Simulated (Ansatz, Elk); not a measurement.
# How far do independent atoms describe Na6GeSb?

The structure of Na6GeSb used here is made up (a known structure type with other elements) and was relaxed beforehand with PBE. The aim is the Fourier transform of its all-electron density, F(hkl), set beside the sum over free spherical atoms that refinements use.

Program: Elk 11.2.3 (patched build). Level of theory: DFT, PBE, all-electron APW+lo, Dirac cores, scalar-relativistic bands, static density, no spin. Results are calculated unless marked as measured.

The structure was built from a prototype and need not be the compound's stable phase.

**1. The structure**

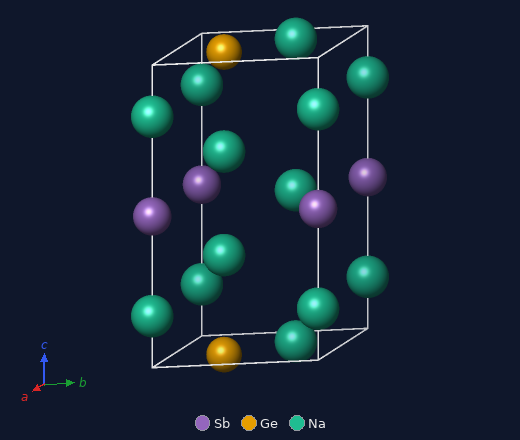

The cell as given, slightly off an axis (antimony purple, germanium orange, sodium teal). Some periodic images of atoms are drawn too.

**2. Ground state and structure factors**

An all-electron density is needed, since X-rays see the cores too. Task 0 finds the density and task 195 Fourier-transforms it; tshift is off so that phases refer to the origin typed.

elk.in

```
tasks
  0
  195

xctype
  20

spinpol
  .false.

rgkmax
  7.0

gmaxvr
  14.0

lmaxo
  7

lmaxapw
  8

swidth
  0.002

tshift
  .false.

ramdisk
  .false.

hmaxvr
  5.5

maxscl
  120

epspot
  1e-06

sppath
  './'

avec
  9.99285387680 -0.00000000000 0.00000000000
  -4.99642693840 8.65406531361 0.00000000000
  0.00000000000 0.00000000000 18.11235777868

atoms
  3
  'Sb.in'
  1
  -0.0000000000 0.0000000000 0.5000000000   0.000000 0.000000 0.000000
  'Ge.in'
  1
  0.6666666667 0.3333333333 -0.0000000000   0.000000 0.000000 0.000000
  'Na.in'
  6
  0.6666666667 0.3333333333 0.3288817537   0.000000 0.000000 0.000000
  -0.0000000000 0.0000000000 0.1704418458   0.000000 0.000000 0.000000
  -0.0000000000 0.0000000000 0.8295581542   0.000000 0.000000 0.000000
  0.6666666667 0.3333333333 0.6711182463   0.000000 0.000000 0.000000
  0.3333333333 0.6666666667 0.5000000000   0.000000 0.000000 0.000000
  0.3333333333 0.6666666667 -0.0000000000   0.000000 0.000000 0.000000

ngridk
  5 5 3
```

Launch:

```
> OMP_NUM_THREADS=4 elk
```

Numbers of over 12 decimals in the logs are rounded to 6 here.

The log of the run:

```text
┌─────────────────────────┐
│ Elk code version 11.2.3 │
└─────────────────────────┘

All units are atomic (Hartree, Bohr, etc.)

┌─────────────────────────────────────────────────┐
│ Ground-state run starting from atomic densities │
└─────────────────────────────────────────────────┘

Lattice vectors :
   9.992853877      -0.000000000       0.000000000
  -4.996426938       8.654065314       0.000000000
   0.000000000       0.000000000       18.11235778

Reciprocal lattice vectors :
  0.6287678560      0.3630192909      -0.000000000
   0.000000000      0.7260385818      -0.000000000
  -0.000000000      -0.000000000      0.3469004634

Unit cell volume      :    1566.335149
Brillouin zone volume :   0.1583634343

Muffin-tin inner radius fraction :   0.1000000000E-01

Nuclei treated as point charges

Species : 1 (Sb)
 parameters loaded from : Sb.in
 name : antimony
 nuclear charge    :   -51.00000000
 electronic charge :    51.00000000
 atomic mass :    221954.9021
 muffin-tin radius :    2.600000000
 number of radial points in muffin-tin :   1193
 inner part over the whole radius :   0.9886087340E-02
 number on inner part of muffin-tin    :    850
 approximate nuclear radius :   0.8886795689E-04
 number of mesh points to nuclear radius :    429
 atomic positions (lattice), magnetic fields (Cartesian) :
  1 :   0.00000000  0.00000000  0.50000000    0.00000000  0.00000000  0.00000000

Species : 2 (Ge)
 parameters loaded from : Ge.in
 name : germanium
 nuclear charge    :   -32.00000000
 electronic charge :    32.00000000
 atomic mass :    132414.6196
 muffin-tin radius :    2.400000000
 number of radial points in muffin-tin :    993
 inner part over the whole radius :   0.9906635991E-02
 number on inner part of muffin-tin    :    702
 approximate nuclear radius :   0.7637961215E-04
 number of mesh points to nuclear radius :    340
 atomic positions (lattice), magnetic fields (Cartesian) :
  1 :   0.66666667  0.33333333  0.00000000    0.00000000  0.00000000  0.00000000

Species : 3 (Na)
 parameters loaded from : Na.in
 name : sodium
 nuclear charge    :   -11.00000000
 electronic charge :    11.00000000
 atomic mass :    41907.78703
 muffin-tin radius :    2.200000000
 number of radial points in muffin-tin :    793
 inner part over the whole radius :   0.9883648912E-02
 number on inner part of muffin-tin    :    551
 approximate nuclear radius :   0.5574345702E-04
 number of mesh points to nuclear radius :    238
 atomic positions (lattice), magnetic fields (Cartesian) :
  1 :   0.66666667  0.33333333  0.32888175    0.00000000  0.00000000  0.00000000
  2 :   0.00000000  0.00000000  0.17044185    0.00000000  0.00000000  0.00000000
  3 :   0.00000000  0.00000000  0.82955815    0.00000000  0.00000000  0.00000000
  4 :   0.66666667  0.33333333  0.67111825    0.00000000  0.00000000  0.00000000
  5 :   0.33333333  0.66666667  0.50000000    0.00000000  0.00000000  0.00000000
  6 :   0.33333333  0.66666667  0.00000000    0.00000000  0.00000000  0.00000000

Total number of atoms per unit cell :    8
Total muffin-tin volume :    399.1414410
 ratio of muffin-tin to unit cell volume :   0.2548250553

Spin treatment :
 spin-unpolarised

Number of Bravais lattice symmetries :   24
Number of crystal symmetries         :   12
Crystal has no inversion symmetry
Complex Hermitian eigensolver will be used

k-point grid :      5     5     3
k-point offset :    0.000000000       0.000000000       0.000000000
k-point set is reduced with full crystal symmetry group
Total number of k-points :       14

Muffin-tin radius times maximum |G+k| :    7.000000000
 using average radius
Maximum |G+k| for APW functions       :    3.076923077
Maximum (1/2)|G+k|²                   :    4.733727811
Maximum |G| for potential and density :    14.00000000
Constant for pseudocharge density :    9
 order of it for each species :   16  16  16
 order of it for pair densities of each species (exact exchange by exxq0 0: 17) :   13  11   9
Radial integration step length :    1

[...]
electron entropic           :    -0.10547652344481E-02
 total energy                :     -9560.3572960638

Density of states at Fermi energy :    76.08926399
 (states/Hartree/unit cell)

Estimated indirect band gap :   0.6219316901E-02
 from k-point 1 to k-point 10
Estimated direct band gap   :   0.1144885021E-01
 at k-point 10

Charges :
 core                        :    66.00000000
 valence                     :    83.00000000
 interstitial                :    8.928663128
 muffin-tins (core leakage)
  species : 1 (Sb)
[...]
species : 2 (Ge)
[...]
species : 3 (Na)
[...]
total in muffin-tins        :    140.0713369
 total calculated charge     :    148.9988358
 total charge                :    149.0000000
 error                       :   0.1164229800E-02

RMS change in Kohn-Sham potential (target) :   0.7381575144     (  0.1000000000E-05)
Absolute change in total energy (target)   :    2.247691744     (  0.1000000000E-03)

[... loops 3 to 15 left out ...]

┌──────────────────┐
│ Loop number : 16 │
└──────────────────┘

Energies :
 Fermi                       :     0.46171777605952E-01
 sum of occupied eigenvalues :     -5650.8081442515
 electron kinetic            :      9960.1147108608
 core electron kinetic       :      9357.5148715643
 Coulomb                     :     -19180.777193651
 Coulomb potential           :     -15173.163012954
 nuclear-nuclear             :     -852.67631255227
 electron-nuclear            :     -21496.388477514
 Hartree                     :      3168.2875964153
 Madelung                    :     -11594.195687174
 xc potential                :     -437.75984215819
 exchange                    :     -330.07677153099
 correlation                 :     -6.659422
 electron entropic           :    -0.12839011153543E-02
 total energy                :     -9557.3999599806

Density of states at Fermi energy :    97.97122849
 (states/Hartree/unit cell)

Estimated indirect band gap :   0.2112107590E-02
 from k-point 11 to k-point 4
Estimated direct band gap   :   0.1033011917E-01
 at k-point 1

Charges :
 core                        :    66.00000000
 valence                     :    83.00000000
 interstitial                :    9.269076723
 muffin-tins (core leakage)
  species : 1 (Sb)
[...]
species : 2 (Ge)
[...]
species : 3 (Na)
[...]
total in muffin-tins        :    139.7309233
 total calculated charge     :    148.9988621
 total charge                :    149.0000000
 error                       :   0.1137912832E-02

RMS change in Kohn-Sham potential (target) :   0.5735107389E-07 (  0.1000000000E-05)
Absolute change in total energy (target)   :   0.3198934610E-04 (  0.1000000000E-03)

Convergence targets achieved

┌──────────────────┐
│ Loop number : 17 │
└──────────────────┘

Energies :
 Fermi                       :     0.46171810420031E-01
 sum of occupied eigenvalues :     -5650.8081413629
 electron kinetic            :      9960.1147141640
 core electron kinetic       :      9357.5148727916
 Coulomb                     :     -19180.777195243
 Coulomb potential           :     -15173.163012463
 nuclear-nuclear             :     -852.67631255227
 electron-nuclear            :     -21496.388481019
 Hartree                     :      3168.2875983281
 Madelung                    :     -11594.195689012
 xc potential                :     -437.75984306366
 exchange                    :     -330.07677158545
 correlation                 :     -6.659422
 electron entropic           :    -0.12839004671129E-02
 total energy                :     -9557.3999583194

Density of states at Fermi energy :    97.97117830
 (states/Hartree/unit cell)

Estimated indirect band gap :   0.2112106508E-02
 from k-point 11 to k-point 4
Estimated direct band gap   :   0.1033013954E-01
 at k-point 1

Charges :
 core                        :    66.00000000
 valence                     :    83.00000000
 interstitial                :    9.269076754
 muffin-tins (core leakage)
  species : 1 (Sb)
[...]
species : 2 (Ge)
[...]
species : 3 (Na)
[...]
atom 4                    :    10.04436239     ( -0.9715865312E-07)
   atom 5                    :    10.07205640     ( -0.9715865712E-07)
   atom 6                    :    10.06363241     ( -0.9715865579E-07)
 total in muffin-tins        :    139.7309232
 total calculated charge     :    148.9988621
 total charge                :    149.0000000
 error                       :   0.1137912793E-02

┌──────────────────────────────┐
│ Self-consistent loop stopped │
└──────────────────────────────┘

Warning : core states of species 1 leak from the muffin-tin :   0.7861741543E-03

Warning : core states of species 2 leak from the muffin-tin :   0.3287335735E-03

Wrote STATE.OUT
```

Wall time 2.1 min (4 threads of Arm Neoverse V1, shared host); peak memory 0.34 GiB.

SFACRHO.OUT:

```text

h k l indices transformed by vhmat matrix:
   1.000000000       0.000000000       0.000000000    
   0.000000000       1.000000000       0.000000000    
   0.000000000       0.000000000       1.000000000    

      h      k      l  multipl.   |H|            Re(F)            Im(F)           |F|

      0      0      0      1   0.0000000       149.00000      0.41038655E-16   149.00000    
      0      0      1      2  0.34690046      -18.563341     -0.98736487E-14   18.563341    
      0      0     -2      2  0.69380093       75.348981     -0.10021345E-13   75.348981    
      0      1      0      3  0.72603858       32.301600       25.587553       41.208206    
     -1      1      0      3  0.72603858       32.301600      -25.587553       41.208206    
     -1      1     -1      6  0.80465642      -47.095503      -17.268349       50.161562    
     -1      0     -1      6  0.80465642      -47.095503       17.268349       50.161562    
      1     -1     -2      6   1.0042369       16.511287     -0.33013207       16.514587    
     -1      1      2      6   1.0042369       16.511287      0.33013207       16.514587    
      0      0      3      2   1.0407014      -16.536586     -0.95787779E-13   16.536586    
     -1     -1      0      6   1.2575357       118.09118      0.64891421E-13   118.09118    
      1      0      3      6   1.2689332      -79.453380      -36.846741       87.581516    
     -1      0     -3      6   1.2689332      -79.453380       36.846741       87.581516    
      1     -2     -1     12   1.3045060      -15.357662      0.11019639E-07   15.357662    
      0      0     -4      2   1.3876019       68.362897     -0.32230686E-13   68.362897    
     -1      2     -2     12   1.4362297       63.293205      0.17579584E-10   63.293205    
     -2      0      0      3   1.4520772       27.320179      -21.486207       34.757004    
     -2      2      0      3   1.4520772       27.320179       21.486207       34.757004
```

Elk indexes on the primitive cell of elk.in and gives |H| = 4π sin θ/λ in inverse bohr. Below, one row stands for each form hkl of the conventional cell (m members, Friedel mates merged), F is for one primitive cell and the density is static (no thermal factor). Free-atom factors are Waasmaier and Kirfel's, and R is Σm||F|−|F'||/Σm|F|.

| hkl | m | sin θ/λ (Å⁻¹) | abs F, DFT | neutral atoms | diff. | abs of complex diff. |
| --- | --- | --- | --- | --- | --- | --- |
| 001 | 2 | 0.052 | 18.563 | 18.523 | +0.041 | 0.041 |
| 002 | 2 | 0.104 | 75.349 | 74.644 | +0.705 | 0.705 |
| 100 | 6 | 0.109 | 41.208 | 40.842 | +0.367 | 0.386 |
| 101 | 12 | 0.121 | 50.162 | 49.757 | +0.404 | 0.409 |
| 102 | 12 | 0.151 | 16.515 | 16.458 | +0.056 | 0.072 |
| 003 | 2 | 0.157 | 16.537 | 16.431 | +0.106 | 0.106 |
| 110 | 6 | 0.189 | 118.091 | 118.517 | -0.426 | 0.426 |
| 103 | 12 | 0.191 | 87.582 | 87.965 | -0.383 | 0.385 |
| 111 | 12 | 0.196 | 15.358 | 15.423 | -0.065 | 0.065 |
| 004 | 2 | 0.209 | 68.363 | 68.712 | -0.349 | 0.349 |
| 112 | 12 | 0.216 | 63.293 | 63.566 | -0.273 | 0.273 |
| 200 | 6 | 0.218 | 34.757 | 34.889 | -0.132 | 0.132 |
| 201 | 12 | 0.225 | 42.862 | 43.020 | -0.159 | 0.159 |
| 104 | 12 | 0.235 | 15.691 | 15.670 | +0.021 | 0.097 |
| 202 | 12 | 0.242 | 14.631 | 14.631 | +0.000 | 0.008 |
| 113 | 12 | 0.245 | 14.443 | 14.403 | +0.040 | 0.040 |
| 005 | 2 | 0.261 | 14.436 | 14.321 | +0.115 | 0.115 |
| 203 | 12 | 0.269 | 77.607 | 77.882 | -0.275 | 0.280 |

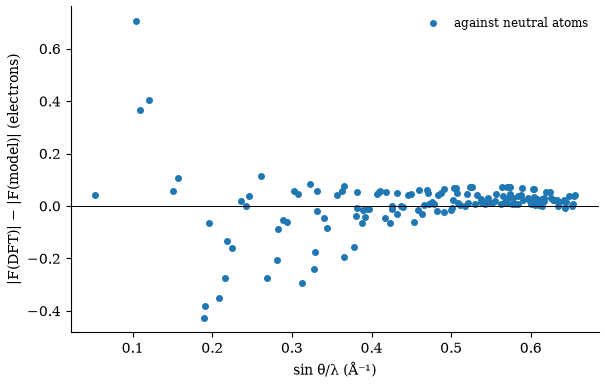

Difference between the calculated structure factors and the independent-atom ones.

**3. The highest occupied states alone**

An energy window below the Fermi level keeps the highest occupied states, to see at which angles they scatter; shallow core shells can lie inside it and anion s states outside. No new self-consistency is needed.

Edit elk.in of step 2 so:

```diff
@@ -1,3 +1,2 @@
 tasks
-  0
   195
@@ -40,2 +39,5 @@
 
+wsfac
+  -0.321320 0.346170
+
 sppath
```

Launch:

```
> OMP_NUM_THREADS=4 elk
```

The log of the run:

```text
┌─────────────────────────────────┐
│ Elk code version 11.2.3 started │
└─────────────────────────────────┘

Info(readinput): the functional depends on the density's gradient
 muffin-tin radial points multiplied by    2.00000
 (not where nrmtscf is given)

┌────────────────────┐
│ Current task : 195 │
└────────────────────┘

Info(sfacrho): density structure factors written to SFACRHO.OUT

 Energy window :  -0.3213200000      0.3461700000

┌──────────────────┐
│ Elk code stopped │
└──────────────────┘
```

The job ended after 36 s (4 threads; peak memory 0.23 GiB).

States within 10 eV below the Fermi level hold 15.00 electrons; any levels below the window count with the cores. Their amplitudes can exceed the total, where window and core parts have opposite phase:

| hkl | sin θ/λ (Å⁻¹) | abs F, window | abs F, all |
| --- | --- | --- | --- |
| 001 | 0.052 | 0.836 | 18.563 |
| 002 | 0.104 | 5.525 | 75.349 |
| 100 | 0.109 | 2.692 | 41.208 |
| 101 | 0.121 | 3.637 | 50.162 |
| 102 | 0.151 | 1.217 | 16.515 |
| 003 | 0.157 | 0.139 | 16.537 |
| 110 | 0.189 | 0.798 | 118.091 |
| 103 | 0.191 | 0.612 | 87.582 |
| 111 | 0.196 | 0.191 | 15.358 |
| 004 | 0.209 | 0.349 | 68.363 |

**4. Another functional**

The difference from free atoms is small, so it is set against the change that PBEsol makes.

Edit elk.in of step 3 so:

```diff
@@ -1,2 +1,3 @@
 tasks
+  0
   195
@@ -4,3 +5,3 @@
 xctype
-  20
+  22
 
@@ -39,5 +40,2 @@
 
-wsfac
-  -0.321320 0.346170
-
 sppath
```

Launch:

```
> OMP_NUM_THREADS=4 elk
```

The log of the run:

```text
┌─────────────────────────┐
│ Elk code version 11.2.3 │
└─────────────────────────┘

All units are atomic (Hartree, Bohr, etc.)

┌─────────────────────────────────────────────────┐
│ Ground-state run starting from atomic densities │
└─────────────────────────────────────────────────┘

Lattice vectors :
   9.992853877      -0.000000000       0.000000000
  -4.996426938       8.654065314       0.000000000
   0.000000000       0.000000000       18.11235778

Reciprocal lattice vectors :
  0.6287678560      0.3630192909      -0.000000000
[...]
species : 3 (Na)
[...]
atom 5                    :    10.07050896     ( -0.9715865534E-07)
   atom 6                    :    10.06174237     ( -0.9715865579E-07)
 total in muffin-tins        :    139.7250190
 total calculated charge     :    148.9988479
 total charge                :    149.0000000
 error                       :   0.1152092610E-02

┌──────────────────────────────┐
│ Self-consistent loop stopped │
└──────────────────────────────┘

Warning : core states of species 1 leak from the muffin-tin :   0.7942599731E-03

Warning : core states of species 2 leak from the muffin-tin :   0.3328813481E-03

Wrote STATE.OUT
[key lines of the parts left out:]
total energy                :     -9550.7379583979
```

Elapsed: 2 min, on 4 threads; peak memory 0.35 GiB.

Against the first run R = 0.03 %; the largest change is -0.047 at 306.

**5. Basis size**

The basis and the expansions that go with it are enlarged, to see whether the differences are converged.

Edit elk.in of step 4 so:

```diff
@@ -5,3 +5,3 @@
 xctype
-  22
+  20
 
@@ -11,12 +11,12 @@
 rgkmax
-  7.0
+  8.5
 
 gmaxvr
-  14.0
+  18.0
 
 lmaxo
-  7
+  9
 
 lmaxapw
-  8
+  10
```

Launch:

```
> OMP_NUM_THREADS=4 elk
```

The log of the run:

```text
┌─────────────────────────┐
│ Elk code version 11.2.3 │
└─────────────────────────┘

All units are atomic (Hartree, Bohr, etc.)

┌─────────────────────────────────────────────────┐
│ Ground-state run starting from atomic densities │
└─────────────────────────────────────────────────┘

Lattice vectors :
   9.992853877      -0.000000000       0.000000000
  -4.996426938       8.654065314       0.000000000
   0.000000000       0.000000000       18.11235778

Reciprocal lattice vectors :
  0.6287678560      0.3630192909      -0.000000000
[...]
species : 3 (Na)
[...]
atom 5                    :    10.07316991     ( -0.9715865446E-07)
   atom 6                    :    10.06470092     ( -0.9715865890E-07)
 total in muffin-tins        :    139.7428697
 total calculated charge     :    148.9988880
 total charge                :    149.0000000
 error                       :   0.1112039529E-02

┌──────────────────────────────┐
│ Self-consistent loop stopped │
└──────────────────────────────┘

Warning : core states of species 1 leak from the muffin-tin :   0.7861064504E-03

Warning : core states of species 2 leak from the muffin-tin :   0.3285557695E-03

Wrote STATE.OUT
[key lines of the parts left out:]
total energy                :     -9557.4129721285
```

Wall time 7.6 min (4 threads); peak memory 0.88 GiB; 22 min of CPU time.

Against the first run R = 0.00 %; the largest change is -0.006 at 306.

**6. Settings against the effect**

| run | R against the first run (%) | R against neutral atoms, low angle (%) | wall time |
| --- | --- | --- | --- |
| PBE, rgkmax 7 | 0.00 | 0.38 | 2.1 min |
| PBEsol | 0.03 | 0.39 | 2 min |
| rgkmax 8.5 with larger expansions | 0.00 | 0.39 | 7.6 min |

**7. Results**

```
R against neutral atoms, sin θ/λ < 0.3 Å⁻¹ : 0.38 %
R against neutral atoms, 0.3 to 0.66 Å⁻¹   : 0.12 %
```

What this shows: Independent neutral atoms miss the calculated amplitudes by R = 0.38 % below 0.3 Å⁻¹ and 0.12 % from there to 0.66 Å⁻¹; by shells, 0.82 % below 0.15 Å⁻¹ (4 forms), 0.33 % 0.15 to 0.3 (18 forms), 0.17 % 0.3 to 0.45 (37 forms), 0.10 % above 0.45 (90 forms). Bonding, aspherical density and the tables' own atoms all enter these figures, and the runs don't part them. The largest change of an amplitude is +0.71 electrons, at 002. R counts amplitudes alone; phases shift too. The window's part falls from 15.0 electrons at the origin to at most 0.25 between 0.45 and 0.66 Å⁻¹. Below 0.3 Å⁻¹ the changes that finished (PBEsol and rgkmax 8.5 with larger expansions) move F by R = 0.01 % at most, against the 0.38 % that separates it from free atoms. The k-mesh has no finished test. Part of the difference isn't bonding: the tables are fits to free atoms and ions calculated by other methods than this functional. Thermal motion, anomalous dispersion and extinction are left out.

[Logs are printed without paths, hosts, clocks, repeated set-up lines and the standing remarks that a program may print on its own settings, such as how far it seeks lower states.]

[Hosts, paths, dates, database ids (printed as entryN), source tags and the programs' standing remarks are cut or masked in the printed files.]
